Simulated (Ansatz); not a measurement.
# CH4AlCl2FO: two geometries relaxed, part 2 of 2

Are the two ends of the reaction (exchange4) separate minima, and which lies lower? Each is relaxed from a guess. Meant to form: Al1–F7, H6–O2; to break: Al1–O2, H6–F7. The start is a guess near the saddle point, from which both ends are pulled out.

Ansatz 0.2.0; RKS B3LYP-D4/def2-SVP. Earlier steps stand in the parts before.

### Step 5. Pulling towards end B

Springs on the bonds that form and break draw the guess towards this end; the thresholds are loose.

input.yaml reads:

```yaml
crystal:
  periodic: [false, false, false]
  atoms:
    - { symbol: Al, position_ang: [-1.0198, 1.1464, -0.8659] }
    - { symbol: O, position_ang: [0.3152, 0.2016, 0.5763] }
    - { symbol: C, position_ang: [0.51, -1.1162, 1.0214] }
    - { symbol: Cl, position_ang: [-2.197, -0.2477, -1.7209] }
    - { symbol: Cl, position_ang: [-1.1242, 3.0653, -0.2864] }
    - { symbol: H, position_ang: [0.8983, 0.4596, -0.5246] }
    - { symbol: F, position_ang: [0.9198, 0.8724, -1.6568] }
    - { symbol: H, position_ang: [-0.1767, -1.3212, 1.8457] }
    - { symbol: H, position_ang: [1.5382, -1.2123, 1.3837] }
    - { symbol: H, position_ang: [0.336, -1.8479, 0.2275] }
basis:
  gaussian: { orbitals: def2-SVP }
hamiltonian:
  xc: b3lyp
  dispersion: d4
relax:
  f_tol: 0.15
  max_steps: 25
  restrain:
    - { distance: [0, 6], at: 1.78, k: 30.0 }
    - { distance: [5, 1], at: 0.97, k: 30.0 }
    - { distance: [0, 1], at: 3.17, k: 30.0 }
    - { distance: [5, 6], at: 2.18, k: 30.0 }
```

Command:

```bash
$ ansatz run input.yaml --threads 2 --pin off --max-ram 3072MiB --backend cpu --events-out ev --progress --plain --runs-dir out
```

Output:

```text
Warning: RAYON_NUM_THREADS=2 ignored (pool sized by the plan → 2); use --threads N
The last accepted step is kept in <dir> (removed where the run ends without a failure and the disk answers)
Engine: ansatz 0.2.0, x86_64-unknown-linux-gnu
Functional definition: B3LYP
  parameter a0 = 0.2
  parameter ax = 0.72
  parameter ac = 0.81
  exchange = (1 - a0 - ax)*slater_x + ax*b88_x + a0*exact_x
  correlation = (1 - ac)*vwn_rpa_c + ac*lyp_c
1177 factors; integrals over basis functions are off by at most 3.9e-4 eV
mean field evaluation 1: about -37494.3502 eV, gradient 5.3e1 eV
mean field evaluation 2: about -37485.6951 eV, gradient 8.6e1 eV
mean field evaluation 4: about -37500.0143 eV, gradient 4.5e0 eV
mean field evaluation 8: about -37500.0661 eV, gradient 4.5e-1 eV
mean field evaluation 16: about -37500.0665 eV, gradient 1.8e-5 eV
mean field -37500.06647754 eV, -1378.1020245915 hartree, gradient 1.7e-5 eV, S^2 0.000000; 0 other end points of the search recorded, 0 dependent functions left out
the calculation of the forces begins
reference -37500.06673828 eV, -1378.1020341737 hartree; 37, 37 occupied and 79, 79 virtual orbitals, 1177 factors
relax step   1: F+E_penalty+E_count = -37500.44444959 eV  Δ(F+E_penalty+E_count) = +0.000e0 eV  max|allowed force component| = 4.158e0 eV/Å  E_restraint = 31.96413387 eV  max|allowed force component, restraints' pulls added| = 3.653e1 eV/Å  Δτ_max = 0.0000 Å  (28 SCF iters, accepted)
  distance Al 0 - F 6 = 2.1125 Å
  distance H 5 - O 1 = 1.2722 Å
  distance Al 0 - O 1 = 2.1806 Å
  distance H 5 - F 6 = 1.2053 Å
these checks for a lower state are left out or cut short: starts, cluster_reference, orbital_swaps, neighbouring_geometries, increment
1177 factors; integrals over basis functions are off by at most 4.2e-4 eV
mean field -37499.92344114 eV, -1378.0967681010 hartree, gradient 9.7e-6 eV, S^2 0.000000; 0 other end points of the search recorded, 0 dependent functions left out
the calculation of the forces begins
reference -37499.92370525 eV, -1378.0967778067 hartree; 37, 37 occupied and 79, 79 virtual orbitals, 1177 factors
relax step   2: F+E_penalty+E_count = -37500.29291711 eV  Δ(F+E_penalty+E_count) = +1.515e-1 eV  max|allowed force component| = 4.708e0 eV/Å  E_restraint = 14.42979498 eV  max|allowed force component, restraints' pulls added| = 2.545e1 eV/Å  Δτ_max = 0.1948 Å  (35 SCF iters, accepted)
  distance Al 0 - F 6 = 2.0048 Å
  distance H 5 - O 1 = 1.1252 Å
  distance Al 0 - O 1 = 2.5040 Å
  distance H 5 - F 6 = 1.5139 Å
these checks for a lower state are left out or cut short: starts, cluster_reference, orbital_swaps, neighbouring_geometries, increment
1177 factors; integrals over basis functions are off by at most 4.9e-4 eV
mean field evaluation 32: about -37500.2079 eV, gradient 1.1e-5 eV
mean field -37500.20791282 eV, -1378.1072222422 hartree, gradient 1.1e-5 eV, S^2 0.000000; 0 other end points of the search recorded, 0 dependent functions left out
the calculation of the forces begins
reference -37500.20818065 eV, -1378.1072320847 hartree; 37, 37 occupied and 79, 79 virtual orbitals, 1177 factors
relax step   3: F+E_penalty+E_count = -37500.57900634 eV  Δ(F+E_penalty+E_count) = -2.861e-1 eV  max|allowed force component| = 4.515e0 eV/Å  E_restraint = 4.65915223 eV  max|allowed force component, restraints' pulls added| = 1.067e1 eV/Å  Δτ_max = 0.1947 Å  (30 SCF iters, accepted)
  distance Al 0 - F 6 = 1.8890 Å
  distance H 5 - O 1 = 0.9849 Å
  distance Al 0 - O 1 = 2.7427 Å
  distance H 5 - F 6 = 1.8395 Å
these checks for a lower state are left out or cut short: starts, cluster_reference, orbital_swaps, neighbouring_geometries, increment
1177 factors; integrals over basis functions are off by at most 5.7e-4 eV
mean field -37500.44655285 eV, -1378.1159921017 hartree, gradient 1.8e-5 eV, S^2 0.000000; 0 other end points of the search recorded, 0 dependent functions left out
the calculation of the forces begins
reference -37500.44682311 eV, -1378.1160020336 hartree; 37, 37 occupied and 79, 79 virtual orbitals, 1177 factors
relax step   4: F+E_penalty+E_count = -37500.80711796 eV  Δ(F+E_penalty+E_count) = -2.281e-1 eV  max|allowed force component| = 2.824e0 eV/Å  E_restraint = 0.52878731 eV  max|allowed force component, restraints' pulls added| = 3.764e0 eV/Å  Δτ_max = 0.1948 Å  (29 SCF iters, accepted)
  distance Al 0 - F 6 = 1.7562 Å
  distance H 5 - O 1 = 0.9445 Å
  distance Al 0 - O 1 = 2.9996 Å
  distance H 5 - F 6 = 2.1093 Å
these checks for a lower state are left out or cut short: starts, cluster_reference, orbital_swaps, neighbouring_geometries, increment
1177 factors; integrals over basis functions are off by at most 6.2e-4 eV
mean field -37500.76713238 eV, -1378.1277731822 hartree, gradient 8.8e-6 eV, S^2 0.000000; 0 other end points of the search recorded, 0 dependent functions left out
the calculation of the forces begins
reference -37500.76740567 eV, -1378.1277832251 hartree; 37, 37 occupied and 79, 79 virtual orbitals, 1177 factors
relax step   5: F+E_penalty+E_count = -37501.11528859 eV  Δ(F+E_penalty+E_count) = -3.082e-1 eV  max|allowed force component| = 1.988e0 eV/Å  E_restraint = 0.06330232 eV  max|allowed force component, restraints' pulls added| = 6.393e-1 eV/Å  Δτ_max = 0.1946 Å  (30 SCF iters, accepted)
  distance Al 0 - F 6 = 1.7263 Å
  distance H 5 - O 1 = 0.9775 Å
  distance Al 0 - O 1 = 3.1368 Å
  distance H 5 - F 6 = 2.1931 Å
these checks for a lower state are left out or cut short: starts, cluster_reference, orbital_swaps, neighbouring_geometries, increment
1177 factors; integrals over basis functions are off by at most 6.1e-4 eV
mean field -37500.89100418 eV, -1378.1323253869 hartree, gradient 1.1e-5 eV, S^2 0.000000; 0 other end points of the search recorded, 0 dependent functions left out
the calculation of the forces begins
reference -37500.89127935 eV, -1378.1323354992 hartree; 37, 37 occupied and 79, 79 virtual orbitals, 1177 factors
relax step   6: F+E_penalty+E_count = -37501.23176850 eV  Δ(F+E_penalty+E_count) = -1.165e-1 eV  max|allowed force component| = 1.866e0 eV/Å  E_restraint = 0.04570651 eV  max|allowed force component, restraints' pulls added| = 7.868e-1 eV/Å  Δτ_max = 0.1934 Å  (28 SCF iters, accepted)
  distance Al 0 - F 6 = 1.7314 Å
  distance H 5 - O 1 = 0.9613 Å
  distance Al 0 - O 1 = 3.1470 Å
  distance H 5 - F 6 = 2.1887 Å
these checks for a lower state are left out or cut short: starts, cluster_reference, orbital_swaps, neighbouring_geometries, increment
1177 factors; integrals over basis functions are off by at most 6.0e-4 eV
mean field -37500.93990957 eV, -1378.1341226265 hartree, gradient 1.3e-5 eV, S^2 0.000000; 0 other end points of the search recorded, 0 dependent functions left out
the calculation of the forces begins
reference -37500.94018659 eV, -1378.1341328071 hartree; 37, 37 occupied and 79, 79 virtual orbitals, 1177 factors
relax step   7: F+E_penalty+E_count = -37501.27725961 eV  Δ(F+E_penalty+E_count) = -4.549e-2 eV  max|allowed force component| = 1.842e0 eV/Å  E_restraint = 0.04454516 eV  max|allowed force component, restraints' pulls added| = 1.607e-1 eV/Å  Δτ_max = 0.1997 Å  (28 SCF iters, accepted)
  distance Al 0 - F 6 = 1.7297 Å
  distance H 5 - O 1 = 0.9688 Å
  distance Al 0 - O 1 = 3.1493 Å
  distance H 5 - F 6 = 2.1835 Å
these checks for a lower state are left out or cut short: starts, cluster_reference, orbital_swaps, neighbouring_geometries, increment
1177 factors; integrals over basis functions are off by at most 5.9e-4 eV
mean field evaluation 64: about -37500.9391 eV, gradient 1.4e-4 eV
mean field -37500.93906402 eV, -1378.1340915533 hartree, gradient 1.8e-5 eV, S^2 0.000000; 0 other end points of the search recorded, 0 dependent functions left out
the calculation of the forces begins
reference -37500.93934340 eV, -1378.1341018204 hartree; 37, 37 occupied and 79, 79 virtual orbitals, 1177 factors
relax step   8: F+E_penalty+E_count = -37501.27623932 eV  Δ(F+E_penalty+E_count) = +1.020e-3 eV  max|allowed force component| = 1.724e0 eV/Å  E_restraint = 0.04419645 eV  max|allowed force component, restraints' pulls added| = 4.344e-1 eV/Å  Δτ_max = 0.1171 Å  (27 SCF iters, rejected (line search))
  distance Al 0 - F 6 = 1.7326 Å
  distance H 5 - O 1 = 0.9751 Å
  distance Al 0 - O 1 = 3.1442 Å
  distance H 5 - F 6 = 2.1765 Å
these checks for a lower state are left out or cut short: starts, cluster_reference, orbital_swaps, neighbouring_geometries, increment
1177 factors; integrals over basis functions are off by at most 5.9e-4 eV
mean field -37500.94864853 eV, -1378.1344437775 hartree, gradient 8.0e-6 eV, S^2 0.000000; 0 other end points of the search recorded, 0 dependent functions left out
the calculation of the forces begins
reference -37500.94892631 eV, -1378.1344539857 hartree; 37, 37 occupied and 79, 79 virtual orbitals, 1177 factors
relax step   9: F+E_penalty+E_count = -37501.28618309 eV  Δ(F+E_penalty+E_count) = -8.923e-3 eV  max|allowed force component| = 1.789e0 eV/Å  E_restraint = 0.04640902 eV  max|allowed force component, restraints' pulls added| = 6.416e-2 eV/Å  Δτ_max = 0.0570 Å  (29 SCF iters, accepted)
  distance Al 0 - F 6 = 1.7281 Å
  distance H 5 - O 1 = 0.9703 Å
  distance Al 0 - O 1 = 3.1500 Å
  distance H 5 - F 6 = 2.1811 Å
1177 factors; integrals over basis functions are off by at most 5.9e-4 eV
mean field -37500.94864853 eV, -1378.1344437775 hartree, gradient 8.0e-6 eV, S^2 0.000000; 1 other end points of the search recorded, 0 dependent functions left out
the calculation of the forces begins
reference -37500.94892631 eV, -1378.1344539857 hartree; 37, 37 occupied and 79, 79 virtual orbitals, 1177 factors
Total energy: -37501.28646087 eV, -1378.1468581521 hartree
Atom 0 at    -1.054254     1.404604    -1.393928 Å, force     1.789142    -0.474032     0.080163 eV/Å
Atom 1 at     0.734465     0.143106     0.871345 Å, force    -0.326233     0.262335    -0.412589 eV/Å
Atom 2 at     0.640180    -1.246022     1.114424 Å, force     0.015682    -0.031778     0.034836 eV/Å
Atom 3 at    -2.442358    -0.089700    -1.800661 Å, force     0.012070     0.002758     0.014670 eV/Å
Atom 4 at    -1.553976     3.283111    -0.659541 Å, force    -0.011742    -0.029973    -0.042550 eV/Å
Atom 5 at     1.283250     0.293936     0.085524 Å, force    -0.005133    -0.034187     0.026099 eV/Å
Atom 6 at     0.590845     1.093496    -1.822010 Å, force    -1.451403     0.291017     0.354780 eV/Å
Atom 7 at    -0.078628    -1.390599     1.936729 Å, force     0.045548    -0.005738    -0.025897 eV/Å
Atom 8 at     1.610172    -1.680141     1.429467 Å, force    -0.064156     0.017992    -0.027834 eV/Å
Atom 9 at     0.270104    -1.811791     0.238649 Å, force    -0.003774     0.001607    -0.001676 eV/Å
Dipole moment:     0.045998    -0.253681    -0.039873 e Å
```

Wall time 29 s (2 threads of Intel Xeon Platinum 8375C at 2.90GHz (Ice Lake), shared host); peak memory 0.31 GiB.

Step by step:

| step | energy from step 1 (eV) | largest force component (eV/Å) |
| --- | --- | --- |
| 1 | 0.0000 | 4.1575 |
| 2 | 0.1515 | 4.7085 |
| 3 | -0.1346 | 4.5146 |
| 4 | -0.3627 | 2.8235 |
| 5 | -0.6708 | 1.9875 |
| 6 | -0.7873 | 1.8657 |
| 7 | -0.8328 | 1.8416 |
| 8x | -0.8318 | 1.7244 |
| 9 | -0.8417 | 1.7891 |

Step 1 is the start. 1 step was tried and not accepted (marked x). Energies and forces in the table leave out the springs, which the log lists apart; the run stops on the force with the springs' pull added.

After: Bond lengths: O2–C3 1.413 Å, Al1–Cl4 2.080 Å, Al1–Cl5 2.078 Å, O2–H6 0.970 Å, Al1–F7 1.728 Å, C3–H8 1.102 Å, C3–H9 1.108 Å, C3–H10 1.106 Å. Angles: O2–C3–H8 107.5°, O2–C3–H9 112.1°, O2–C3–H10 112.9°, H8–C3–H9 107.9°, H8–C3–H10 107.8°, H9–C3–H10 108.5°, C3–O2–H6 109.3°, Cl4–Al1–Cl5 123.9°, Cl4–Al1–F7 117.2°, Cl5–Al1–F7 118.6°.

Pairs that crossed the distance rule for bonds on the way: came closer O2–H6; moved apart Al1–O2.

### Step 6. End point B

It starts where the restrained run ended.

input.yaml reads:

```yaml
crystal:
  periodic: [false, false, false]
  atoms:
    - { symbol: Al, position_ang: [-1.054254, 1.404604, -1.393928] }
    - { symbol: O, position_ang: [0.734465, 0.143106, 0.871345] }
    - { symbol: C, position_ang: [0.64018, -1.246022, 1.114424] }
    - { symbol: Cl, position_ang: [-2.442358, -0.0897, -1.800661] }
    - { symbol: Cl, position_ang: [-1.553976, 3.283111, -0.659541] }
    - { symbol: H, position_ang: [1.28325, 0.293936, 0.085524] }
    - { symbol: F, position_ang: [0.590845, 1.093496, -1.82201] }
    - { symbol: H, position_ang: [-0.078628, -1.390599, 1.936729] }
    - { symbol: H, position_ang: [1.610172, -1.680141, 1.429467] }
    - { symbol: H, position_ang: [0.270104, -1.811791, 0.238649] }
basis:
  gaussian: { orbitals: def2-SVP }
hamiltonian:
  xc: b3lyp
  dispersion: d4
relax:
  f_tol: 0.03
  max_steps: 50
```

Command:

```bash
$ ansatz run input.yaml --threads 2 --pin off --max-ram 3072MiB --backend cpu --events-out ev --progress --plain --runs-dir out
```

Output (excerpt; [...] marks lines left out):

```text
Warning: RAYON_NUM_THREADS=2 ignored (pool sized by the plan → 2); use --threads N
[...]
Functional definition: B3LYP
[...]
1172 factors; integrals over basis functions are off by at most 3.9e-4 eV
[...]
mean field -37500.94862033 eV, -1378.1344427413 hartree, gradient 3.9e-5 eV, S^2 0.000000; 0 other end points of the search recorded, 0 dependent functions left out
[...]
reference -37500.94889770 eV, -1378.1344529345 hartree; 37, 37 occupied and 79, 79 virtual orbitals, 1172 factors
relax step   1: F+E_penalty+E_count = -37501.28615488 eV  Δ(F+E_penalty+E_count) = +0.000e0 eV  max|allowed force component| = 1.789e0 eV/Å  Δτ_max = 0.0000 Å  (27 SCF iters, accepted)
[...]
relax step   4: F+E_penalty+E_count = -37502.16212872 eV  Δ(F+E_penalty+E_count) = -3.144e-1 eV  max|allowed force component| = 6.288e-1 eV/Å  Δτ_max = 0.1946 Å  (29 SCF iters, accepted)
[...]
Total energy: -37502.45856686 eV, -1378.1899322525 hartree
Atom 0 at    -0.614006     1.072783    -0.972592 Å, force    -0.003998     0.005860    -0.002615 eV/Å
Atom 1 at     0.644201     0.142735     0.165694 Å, force    -0.001501    -0.008523     0.006954 eV/Å
Atom 2 at     0.370774    -1.018227     0.977293 Å, force    -0.009495     0.003039     0.000920 eV/Å
Atom 3 at    -1.952204    -0.484597    -1.498319 Å, force     0.001280    -0.000384    -0.001494 eV/Å
Atom 4 at    -1.388883     2.656834     0.180562 Å, force     0.001410    -0.003521     0.001666 eV/Å
Atom 5 at     1.479583     0.071163    -0.325378 Å, force     0.011085     0.002524    -0.006050 eV/Å
Atom 6 at     0.588747     1.429728    -2.087178 Å, force    -0.000367     0.000182    -0.001413 eV/Å
Atom 7 at    -0.504339    -0.771890     1.589840 Å, force    -0.000768    -0.000737     0.003897 eV/Å
Atom 8 at     1.233425    -1.213466     1.628225 Å, force     0.003129     0.004306    -0.001422 eV/Å
Atom 9 at     0.142501    -1.885063     0.341851 Å, force    -0.000775    -0.002747    -0.000443 eV/Å
Dipole moment:     0.729224    -0.780434     0.667491 e Å
```

It took 43 s on 2 threads of Intel Xeon Platinum 8375C at 2.90GHz (Ice Lake), shared host; peak memory 0.3 GiB.

The steps of the relaxation:

| step | energy from step 1 (eV) | largest force component (eV/Å) |
| --- | --- | --- |
| 1 | 0.0000 | 1.7891 |
| 2 | -0.2402 | 1.3636 |
| 3 | -0.5615 | 1.0263 |
| 4 | -0.8760 | 0.6288 |
| 5 | -0.9679 | 1.1369 |
| 6 | -1.0772 | 0.3593 |
| 7 | -1.1242 | 0.2753 |
| 8 | -1.1436 | 0.3038 |
| 9 | -1.1559 | 0.3583 |
| 10 | -1.1650 | 0.1655 |
| 11 | -1.1680 | 0.1772 |
| 12 | -1.1686 | 0.1332 |
| 13 | -1.1716 | 0.0658 |
| 14 | -1.1721 | 0.0111 |

Step 1 is the start.

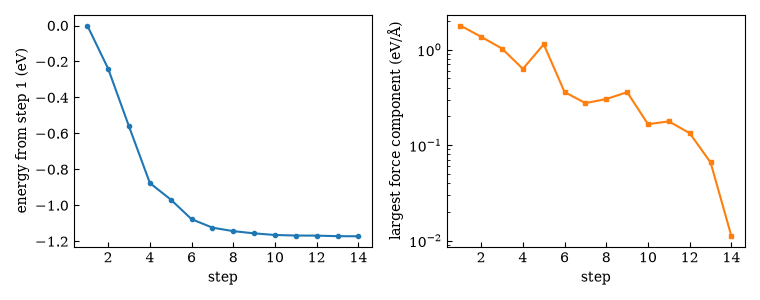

How energy and force went from step to step.

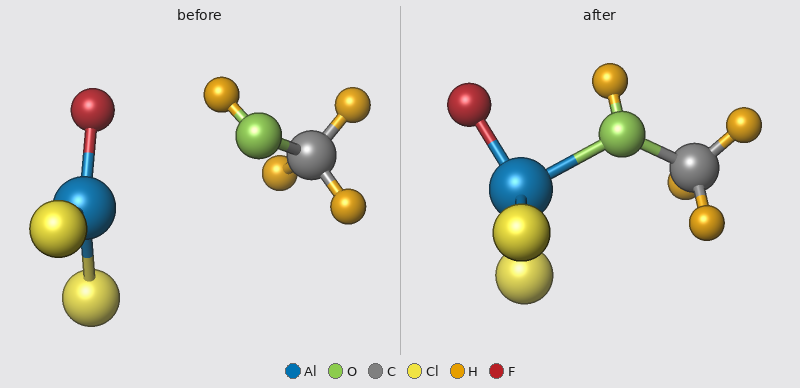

Before and after, at one scale.

After: Bond lengths: Al1–O2 1.935 Å, O2–C3 1.443 Å, Al1–Cl4 2.120 Å, Al1–Cl5 2.107 Å, O2–H6 0.972 Å, Al1–F7 1.678 Å, C3–H8 1.096 Å, C3–H9 1.098 Å, C3–H10 1.099 Å. Angles (14 of 15 angles, heavy atoms first): Al1–O2–C3 126.5°, O2–Al1–Cl4 101.7°, O2–Al1–Cl5 106.2°, O2–Al1–F7 91.5°, Cl4–Al1–Cl5 117.1°, Cl4–Al1–F7 116.4°, Cl5–Al1–F7 117.9°, Al1–O2–H6 107.3°, C3–O2–H6 112.8°, O2–C3–H8 106.5°, O2–C3–H9 109.1°, O2–C3–H10 110.4°, H8–C3–H9 109.6°, H8–C3–H10 109.5°.

Pairs that crossed the distance rule for bonds on the way: came closer Al1–O2.

### Step 7. What came out

What follows sums up all 2 parts.

| quantity | value |
| --- | --- |
| end A | 21 moves, 1.845 eV lower |
| end B | 13 moves, 1.172 eV lower |
| largest difference between the ends | 0.07 Å |
| end B relative to end A | +0.000 eV |

**Reading.** Both starts fell into the same minimum (no atom differs by more than 0.07 Å), so from this start no second minimum was found and no band was run; another arrangement could still be one.
